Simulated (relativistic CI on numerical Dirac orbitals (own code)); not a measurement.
**Rb³⁴⁺: one ion under different settings**

Aim: see what numerical and physical settings do to the SCF, the total energy and the lowest levels of Rb³⁴⁺.

Program: relativistic CI on numerical Dirac orbitals (own code) version 3. Level of theory: Dirac-Coulomb-Breit CI, KLI orbitals optimised for each configuration, model QED (radiative potential, 1s self-energy scaled to tabulated hydrogen-like ionisation energies), numerical settings as typed. These are calculated values, not measurements, unless marked.

## (1) What is computed

| Quantity | Value |
| --- | --- |
| ion | Rb³⁴⁺ (Rb XXXV) |
| nuclear charge | 37 |
| electrons | 3 |
| isotope | A = 85 |

## (2) Usual settings

The run's settings:

```ini
atom Rb  Z=37  charge=34  electrons=3
nucleus A=85  rms_radius_fm=4.2036
hamiltonian dirac-coulomb  breit=on  qed=on  c_scale=1
orbitals kli  potential=per-configuration
slater_scale 1
correlation none
mixing on
grid step=0.0125 r_max=3.5
scf mixing=0.4 start=green max_iterations=150 tolerance=2e-08 node_fill=0.05
configurations
  [He] 2s
  [He] 2p
end
```

Launch:

```
> python run_levels.py task.json out
```

One command runs all members of the session, one after another, from task.json.

## (3) Tolerance 1e-10, iteration limit 30, potential mixing 0.2

Changes to the settings of step 2:

```diff
@@ -8,3 +8,3 @@
 grid step=0.0125 r_max=3.5
-scf mixing=0.4 start=green max_iterations=150 tolerance=2e-08 node_fill=0.05
+scf mixing=0.2 start=green max_iterations=30 tolerance=1e-10 node_fill=0.05
 configurations
```

## (4) Start potential thomas-fermi

Changes to the settings of step 3:

```diff
@@ -8,3 +8,3 @@
 grid step=0.0125 r_max=3.5
-scf mixing=0.2 start=green max_iterations=30 tolerance=1e-10 node_fill=0.05
+scf mixing=0.4 start=thomas-fermi max_iterations=150 tolerance=2e-08 node_fill=0.05
 configurations
```

## (5) Start potential previous

Changes to the settings of step 4:

```diff
@@ -8,3 +8,3 @@
 grid step=0.0125 r_max=3.5
-scf mixing=0.4 start=thomas-fermi max_iterations=150 tolerance=2e-08 node_fill=0.05
+scf mixing=0.4 start=previous max_iterations=150 tolerance=2e-08 node_fill=0.05
 configurations
```

## (6) Start potential thomas-fermi, tolerance 1e-10, Breit term off

The run's settings:

```ini
atom Rb  Z=37  charge=34  electrons=3
nucleus A=85  rms_radius_fm=4.2036
hamiltonian dirac-coulomb  breit=off  qed=on  c_scale=1
orbitals kli  potential=per-configuration
slater_scale 1
correlation none
mixing on
grid step=0.0125 r_max=3.5
scf mixing=0.4 start=thomas-fermi max_iterations=150 tolerance=1e-10 node_fill=0.05
configurations
  [He] 2s
  [He] 2p
end
```

## (7) Potential mixing 1.3

The run's settings:

```ini
atom Rb  Z=37  charge=34  electrons=3
nucleus A=85  rms_radius_fm=4.2036
hamiltonian dirac-coulomb  breit=on  qed=on  c_scale=1
orbitals kli  potential=per-configuration
slater_scale 1
correlation none
mixing on
grid step=0.0125 r_max=3.5
scf mixing=1.3 start=green max_iterations=69 tolerance=2e-08 node_fill=0.05
configurations
  [He] 2s
  [He] 2p
end
```

(Steps that only read results are left out.)

Q: Predict the outcome of this session. Wanted: lowest level, usual settings; total energy; first excitation.

The runs gave:

| setting | total energy less usual (Ha) | largest shift of a level among the lowest eight of both runs, same label and place (cm⁻¹) | SCF iterations | time | lowest level | kind of change |
| --- | --- | --- | --- | --- | --- | --- |
| usual | 0 | 0 | 14 | 0.066 s | 2s 2S1/2 | - |
| tolerance 1e-10, iteration limit 30, potential mixing 0.2 | 0 | 0 | 18 | 0.064 s | 2s 2S1/2 | numerical |
| start potential thomas-fermi | 0 | 0 | 12 | 0.062 s | 2s 2S1/2 | numerical |
| start potential previous | 0 | 0 | 12 | 0.061 s | 2s 2S1/2 | numerical |
| start potential thomas-fermi, tolerance 1e-10, Breit term off | -0.734 | 13500 | 16 | 0.063 s | 2s 2S1/2 | model term |
| potential mixing 1.3 | 0 | 0 | 12 | 0.062 s | 2s 2S1/2 | extreme, harmless here |

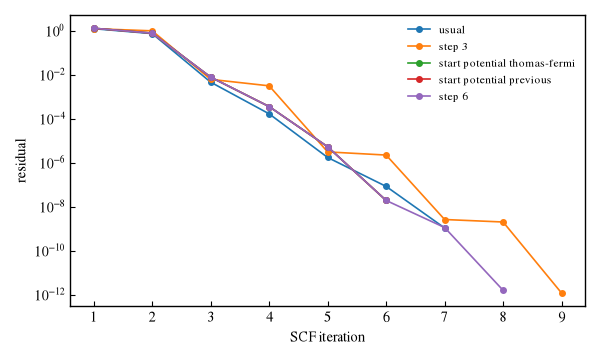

Residual of the first configuration's SCF.

| quantity | value |
| --- | --- |
| lowest level, usual settings | 2s 2S1/2 |
| total energy | -1529.7403 Ha |
| first excitation | 595288 cm⁻¹ |

Among the runs whose levels can be followed, they move most under «start potential thomas-fermi, tolerance 1e-10, Breit term off» (model term), by up to 13500 cm⁻¹. No visible change in the result comes from «tolerance 1e-10, iteration limit 30, potential mixing 0.2» or «start potential thomas-fermi» or «start potential previous». Only the listed configurations are in the model.
